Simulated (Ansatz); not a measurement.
**CH8B2O2Si: density, localisation and related maps**

```xyz
14

B    -1.7179   -1.3703    0.8286
O    -0.4442   -0.9168    0.8957
C     0.1116   -0.0609   -0.0976
Si    1.8118   -0.7824   -0.6355
O     0.3317    1.2112    0.5037
B    -0.3747    2.3104    0.1495
H    -2.0766   -2.0844    1.7151
H    -2.4213   -1.0581   -0.0926
H    -0.6021    0.0462   -0.9273
H     2.4090    0.1192   -1.6547
H     1.5887   -2.1281   -1.2252
H     2.6920   -0.8763    0.5526
H    -0.1031    3.3242    0.7179
H    -1.2179    2.2368   -0.7017
```

These are results of RKS B3LYP/6-31G* in Ansatz, not measurements.

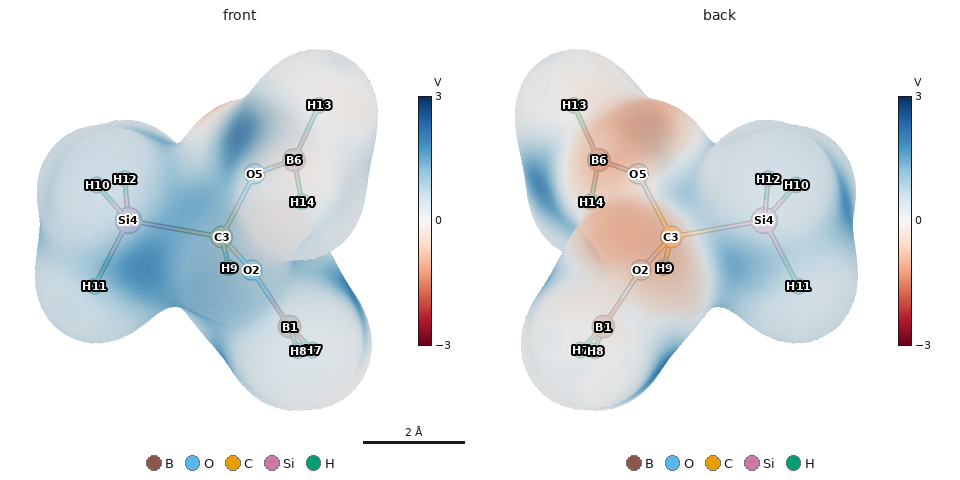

Figure 1. The molecular electrostatic potential painted on the density surface at 0.004 e/bohr³, seen from the front and from behind; the colour scale runs from red (negative) to blue (positive).

> Describe the electrostatic potential map.

The most negative region (about −1.2 V) lies over O2 and O5, the most positive (about +2.1 V) over B1, Si4 and B6.

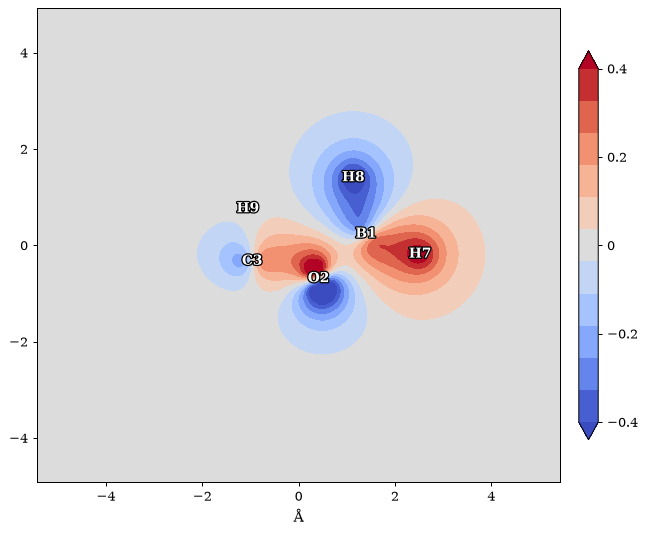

Figure 2. The HOMO−1 on the plane of atoms H7, B1 and H8 (values in Å⁻³ᐟ²; the overall sign is arbitrary).

> Where does this orbital lie, and at what energy?

By Hirshfeld shares it lies mainly on B1 (about 15 %), B6 (about 15 %), O5 (about 15 %), O2 (about 15 %), H8 (about 10 %) and H14 (about 10 %). Its energy is −8.56 eV.

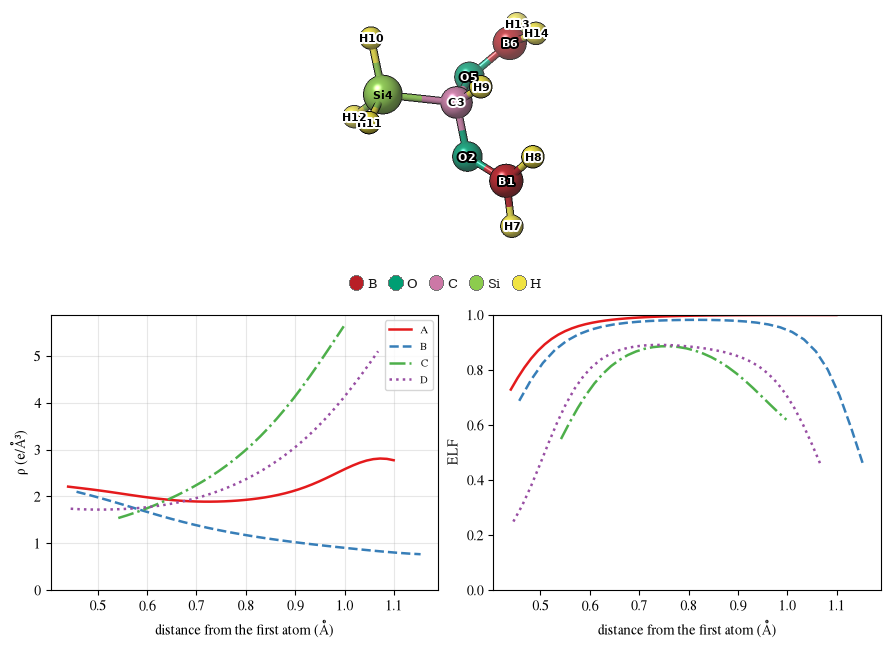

Figure 3. Total electron density and ELF along straight lines between neighbouring atoms. The curves leave out the atomic cores. The structure is drawn too.

> Which curve belongs to which contact (B–O, C–H, C–O and C–Si)? The first atom named is at distance zero.

Curve A: C–H (1.10 Å): ρ at the midpoint is about 2.1 e/Å³; the ELF climbs to about 1 towards the hydrogen, as it does in any bond to H: an ordinary covalent bond to hydrogen. Curve B: C–Si (1.92 Å): ρ at the midpoint is about 0.95 e/Å³; the ELF peaks at about 1 between the atoms: localised, covalent bonding. Curve C: B–O (1.35 Å): ρ at the midpoint is about 2.1 e/Å³; the ELF peaks at about 0.90 between the atoms: a polar covalent bond. Curve D: C–O (1.42 Å): ρ at the midpoint is about 2 e/Å³, with its minimum of 1.7 e/Å³ about 0.5 Å from C; the ELF peaks at about 0.90 between the atoms (a polar covalent bond).
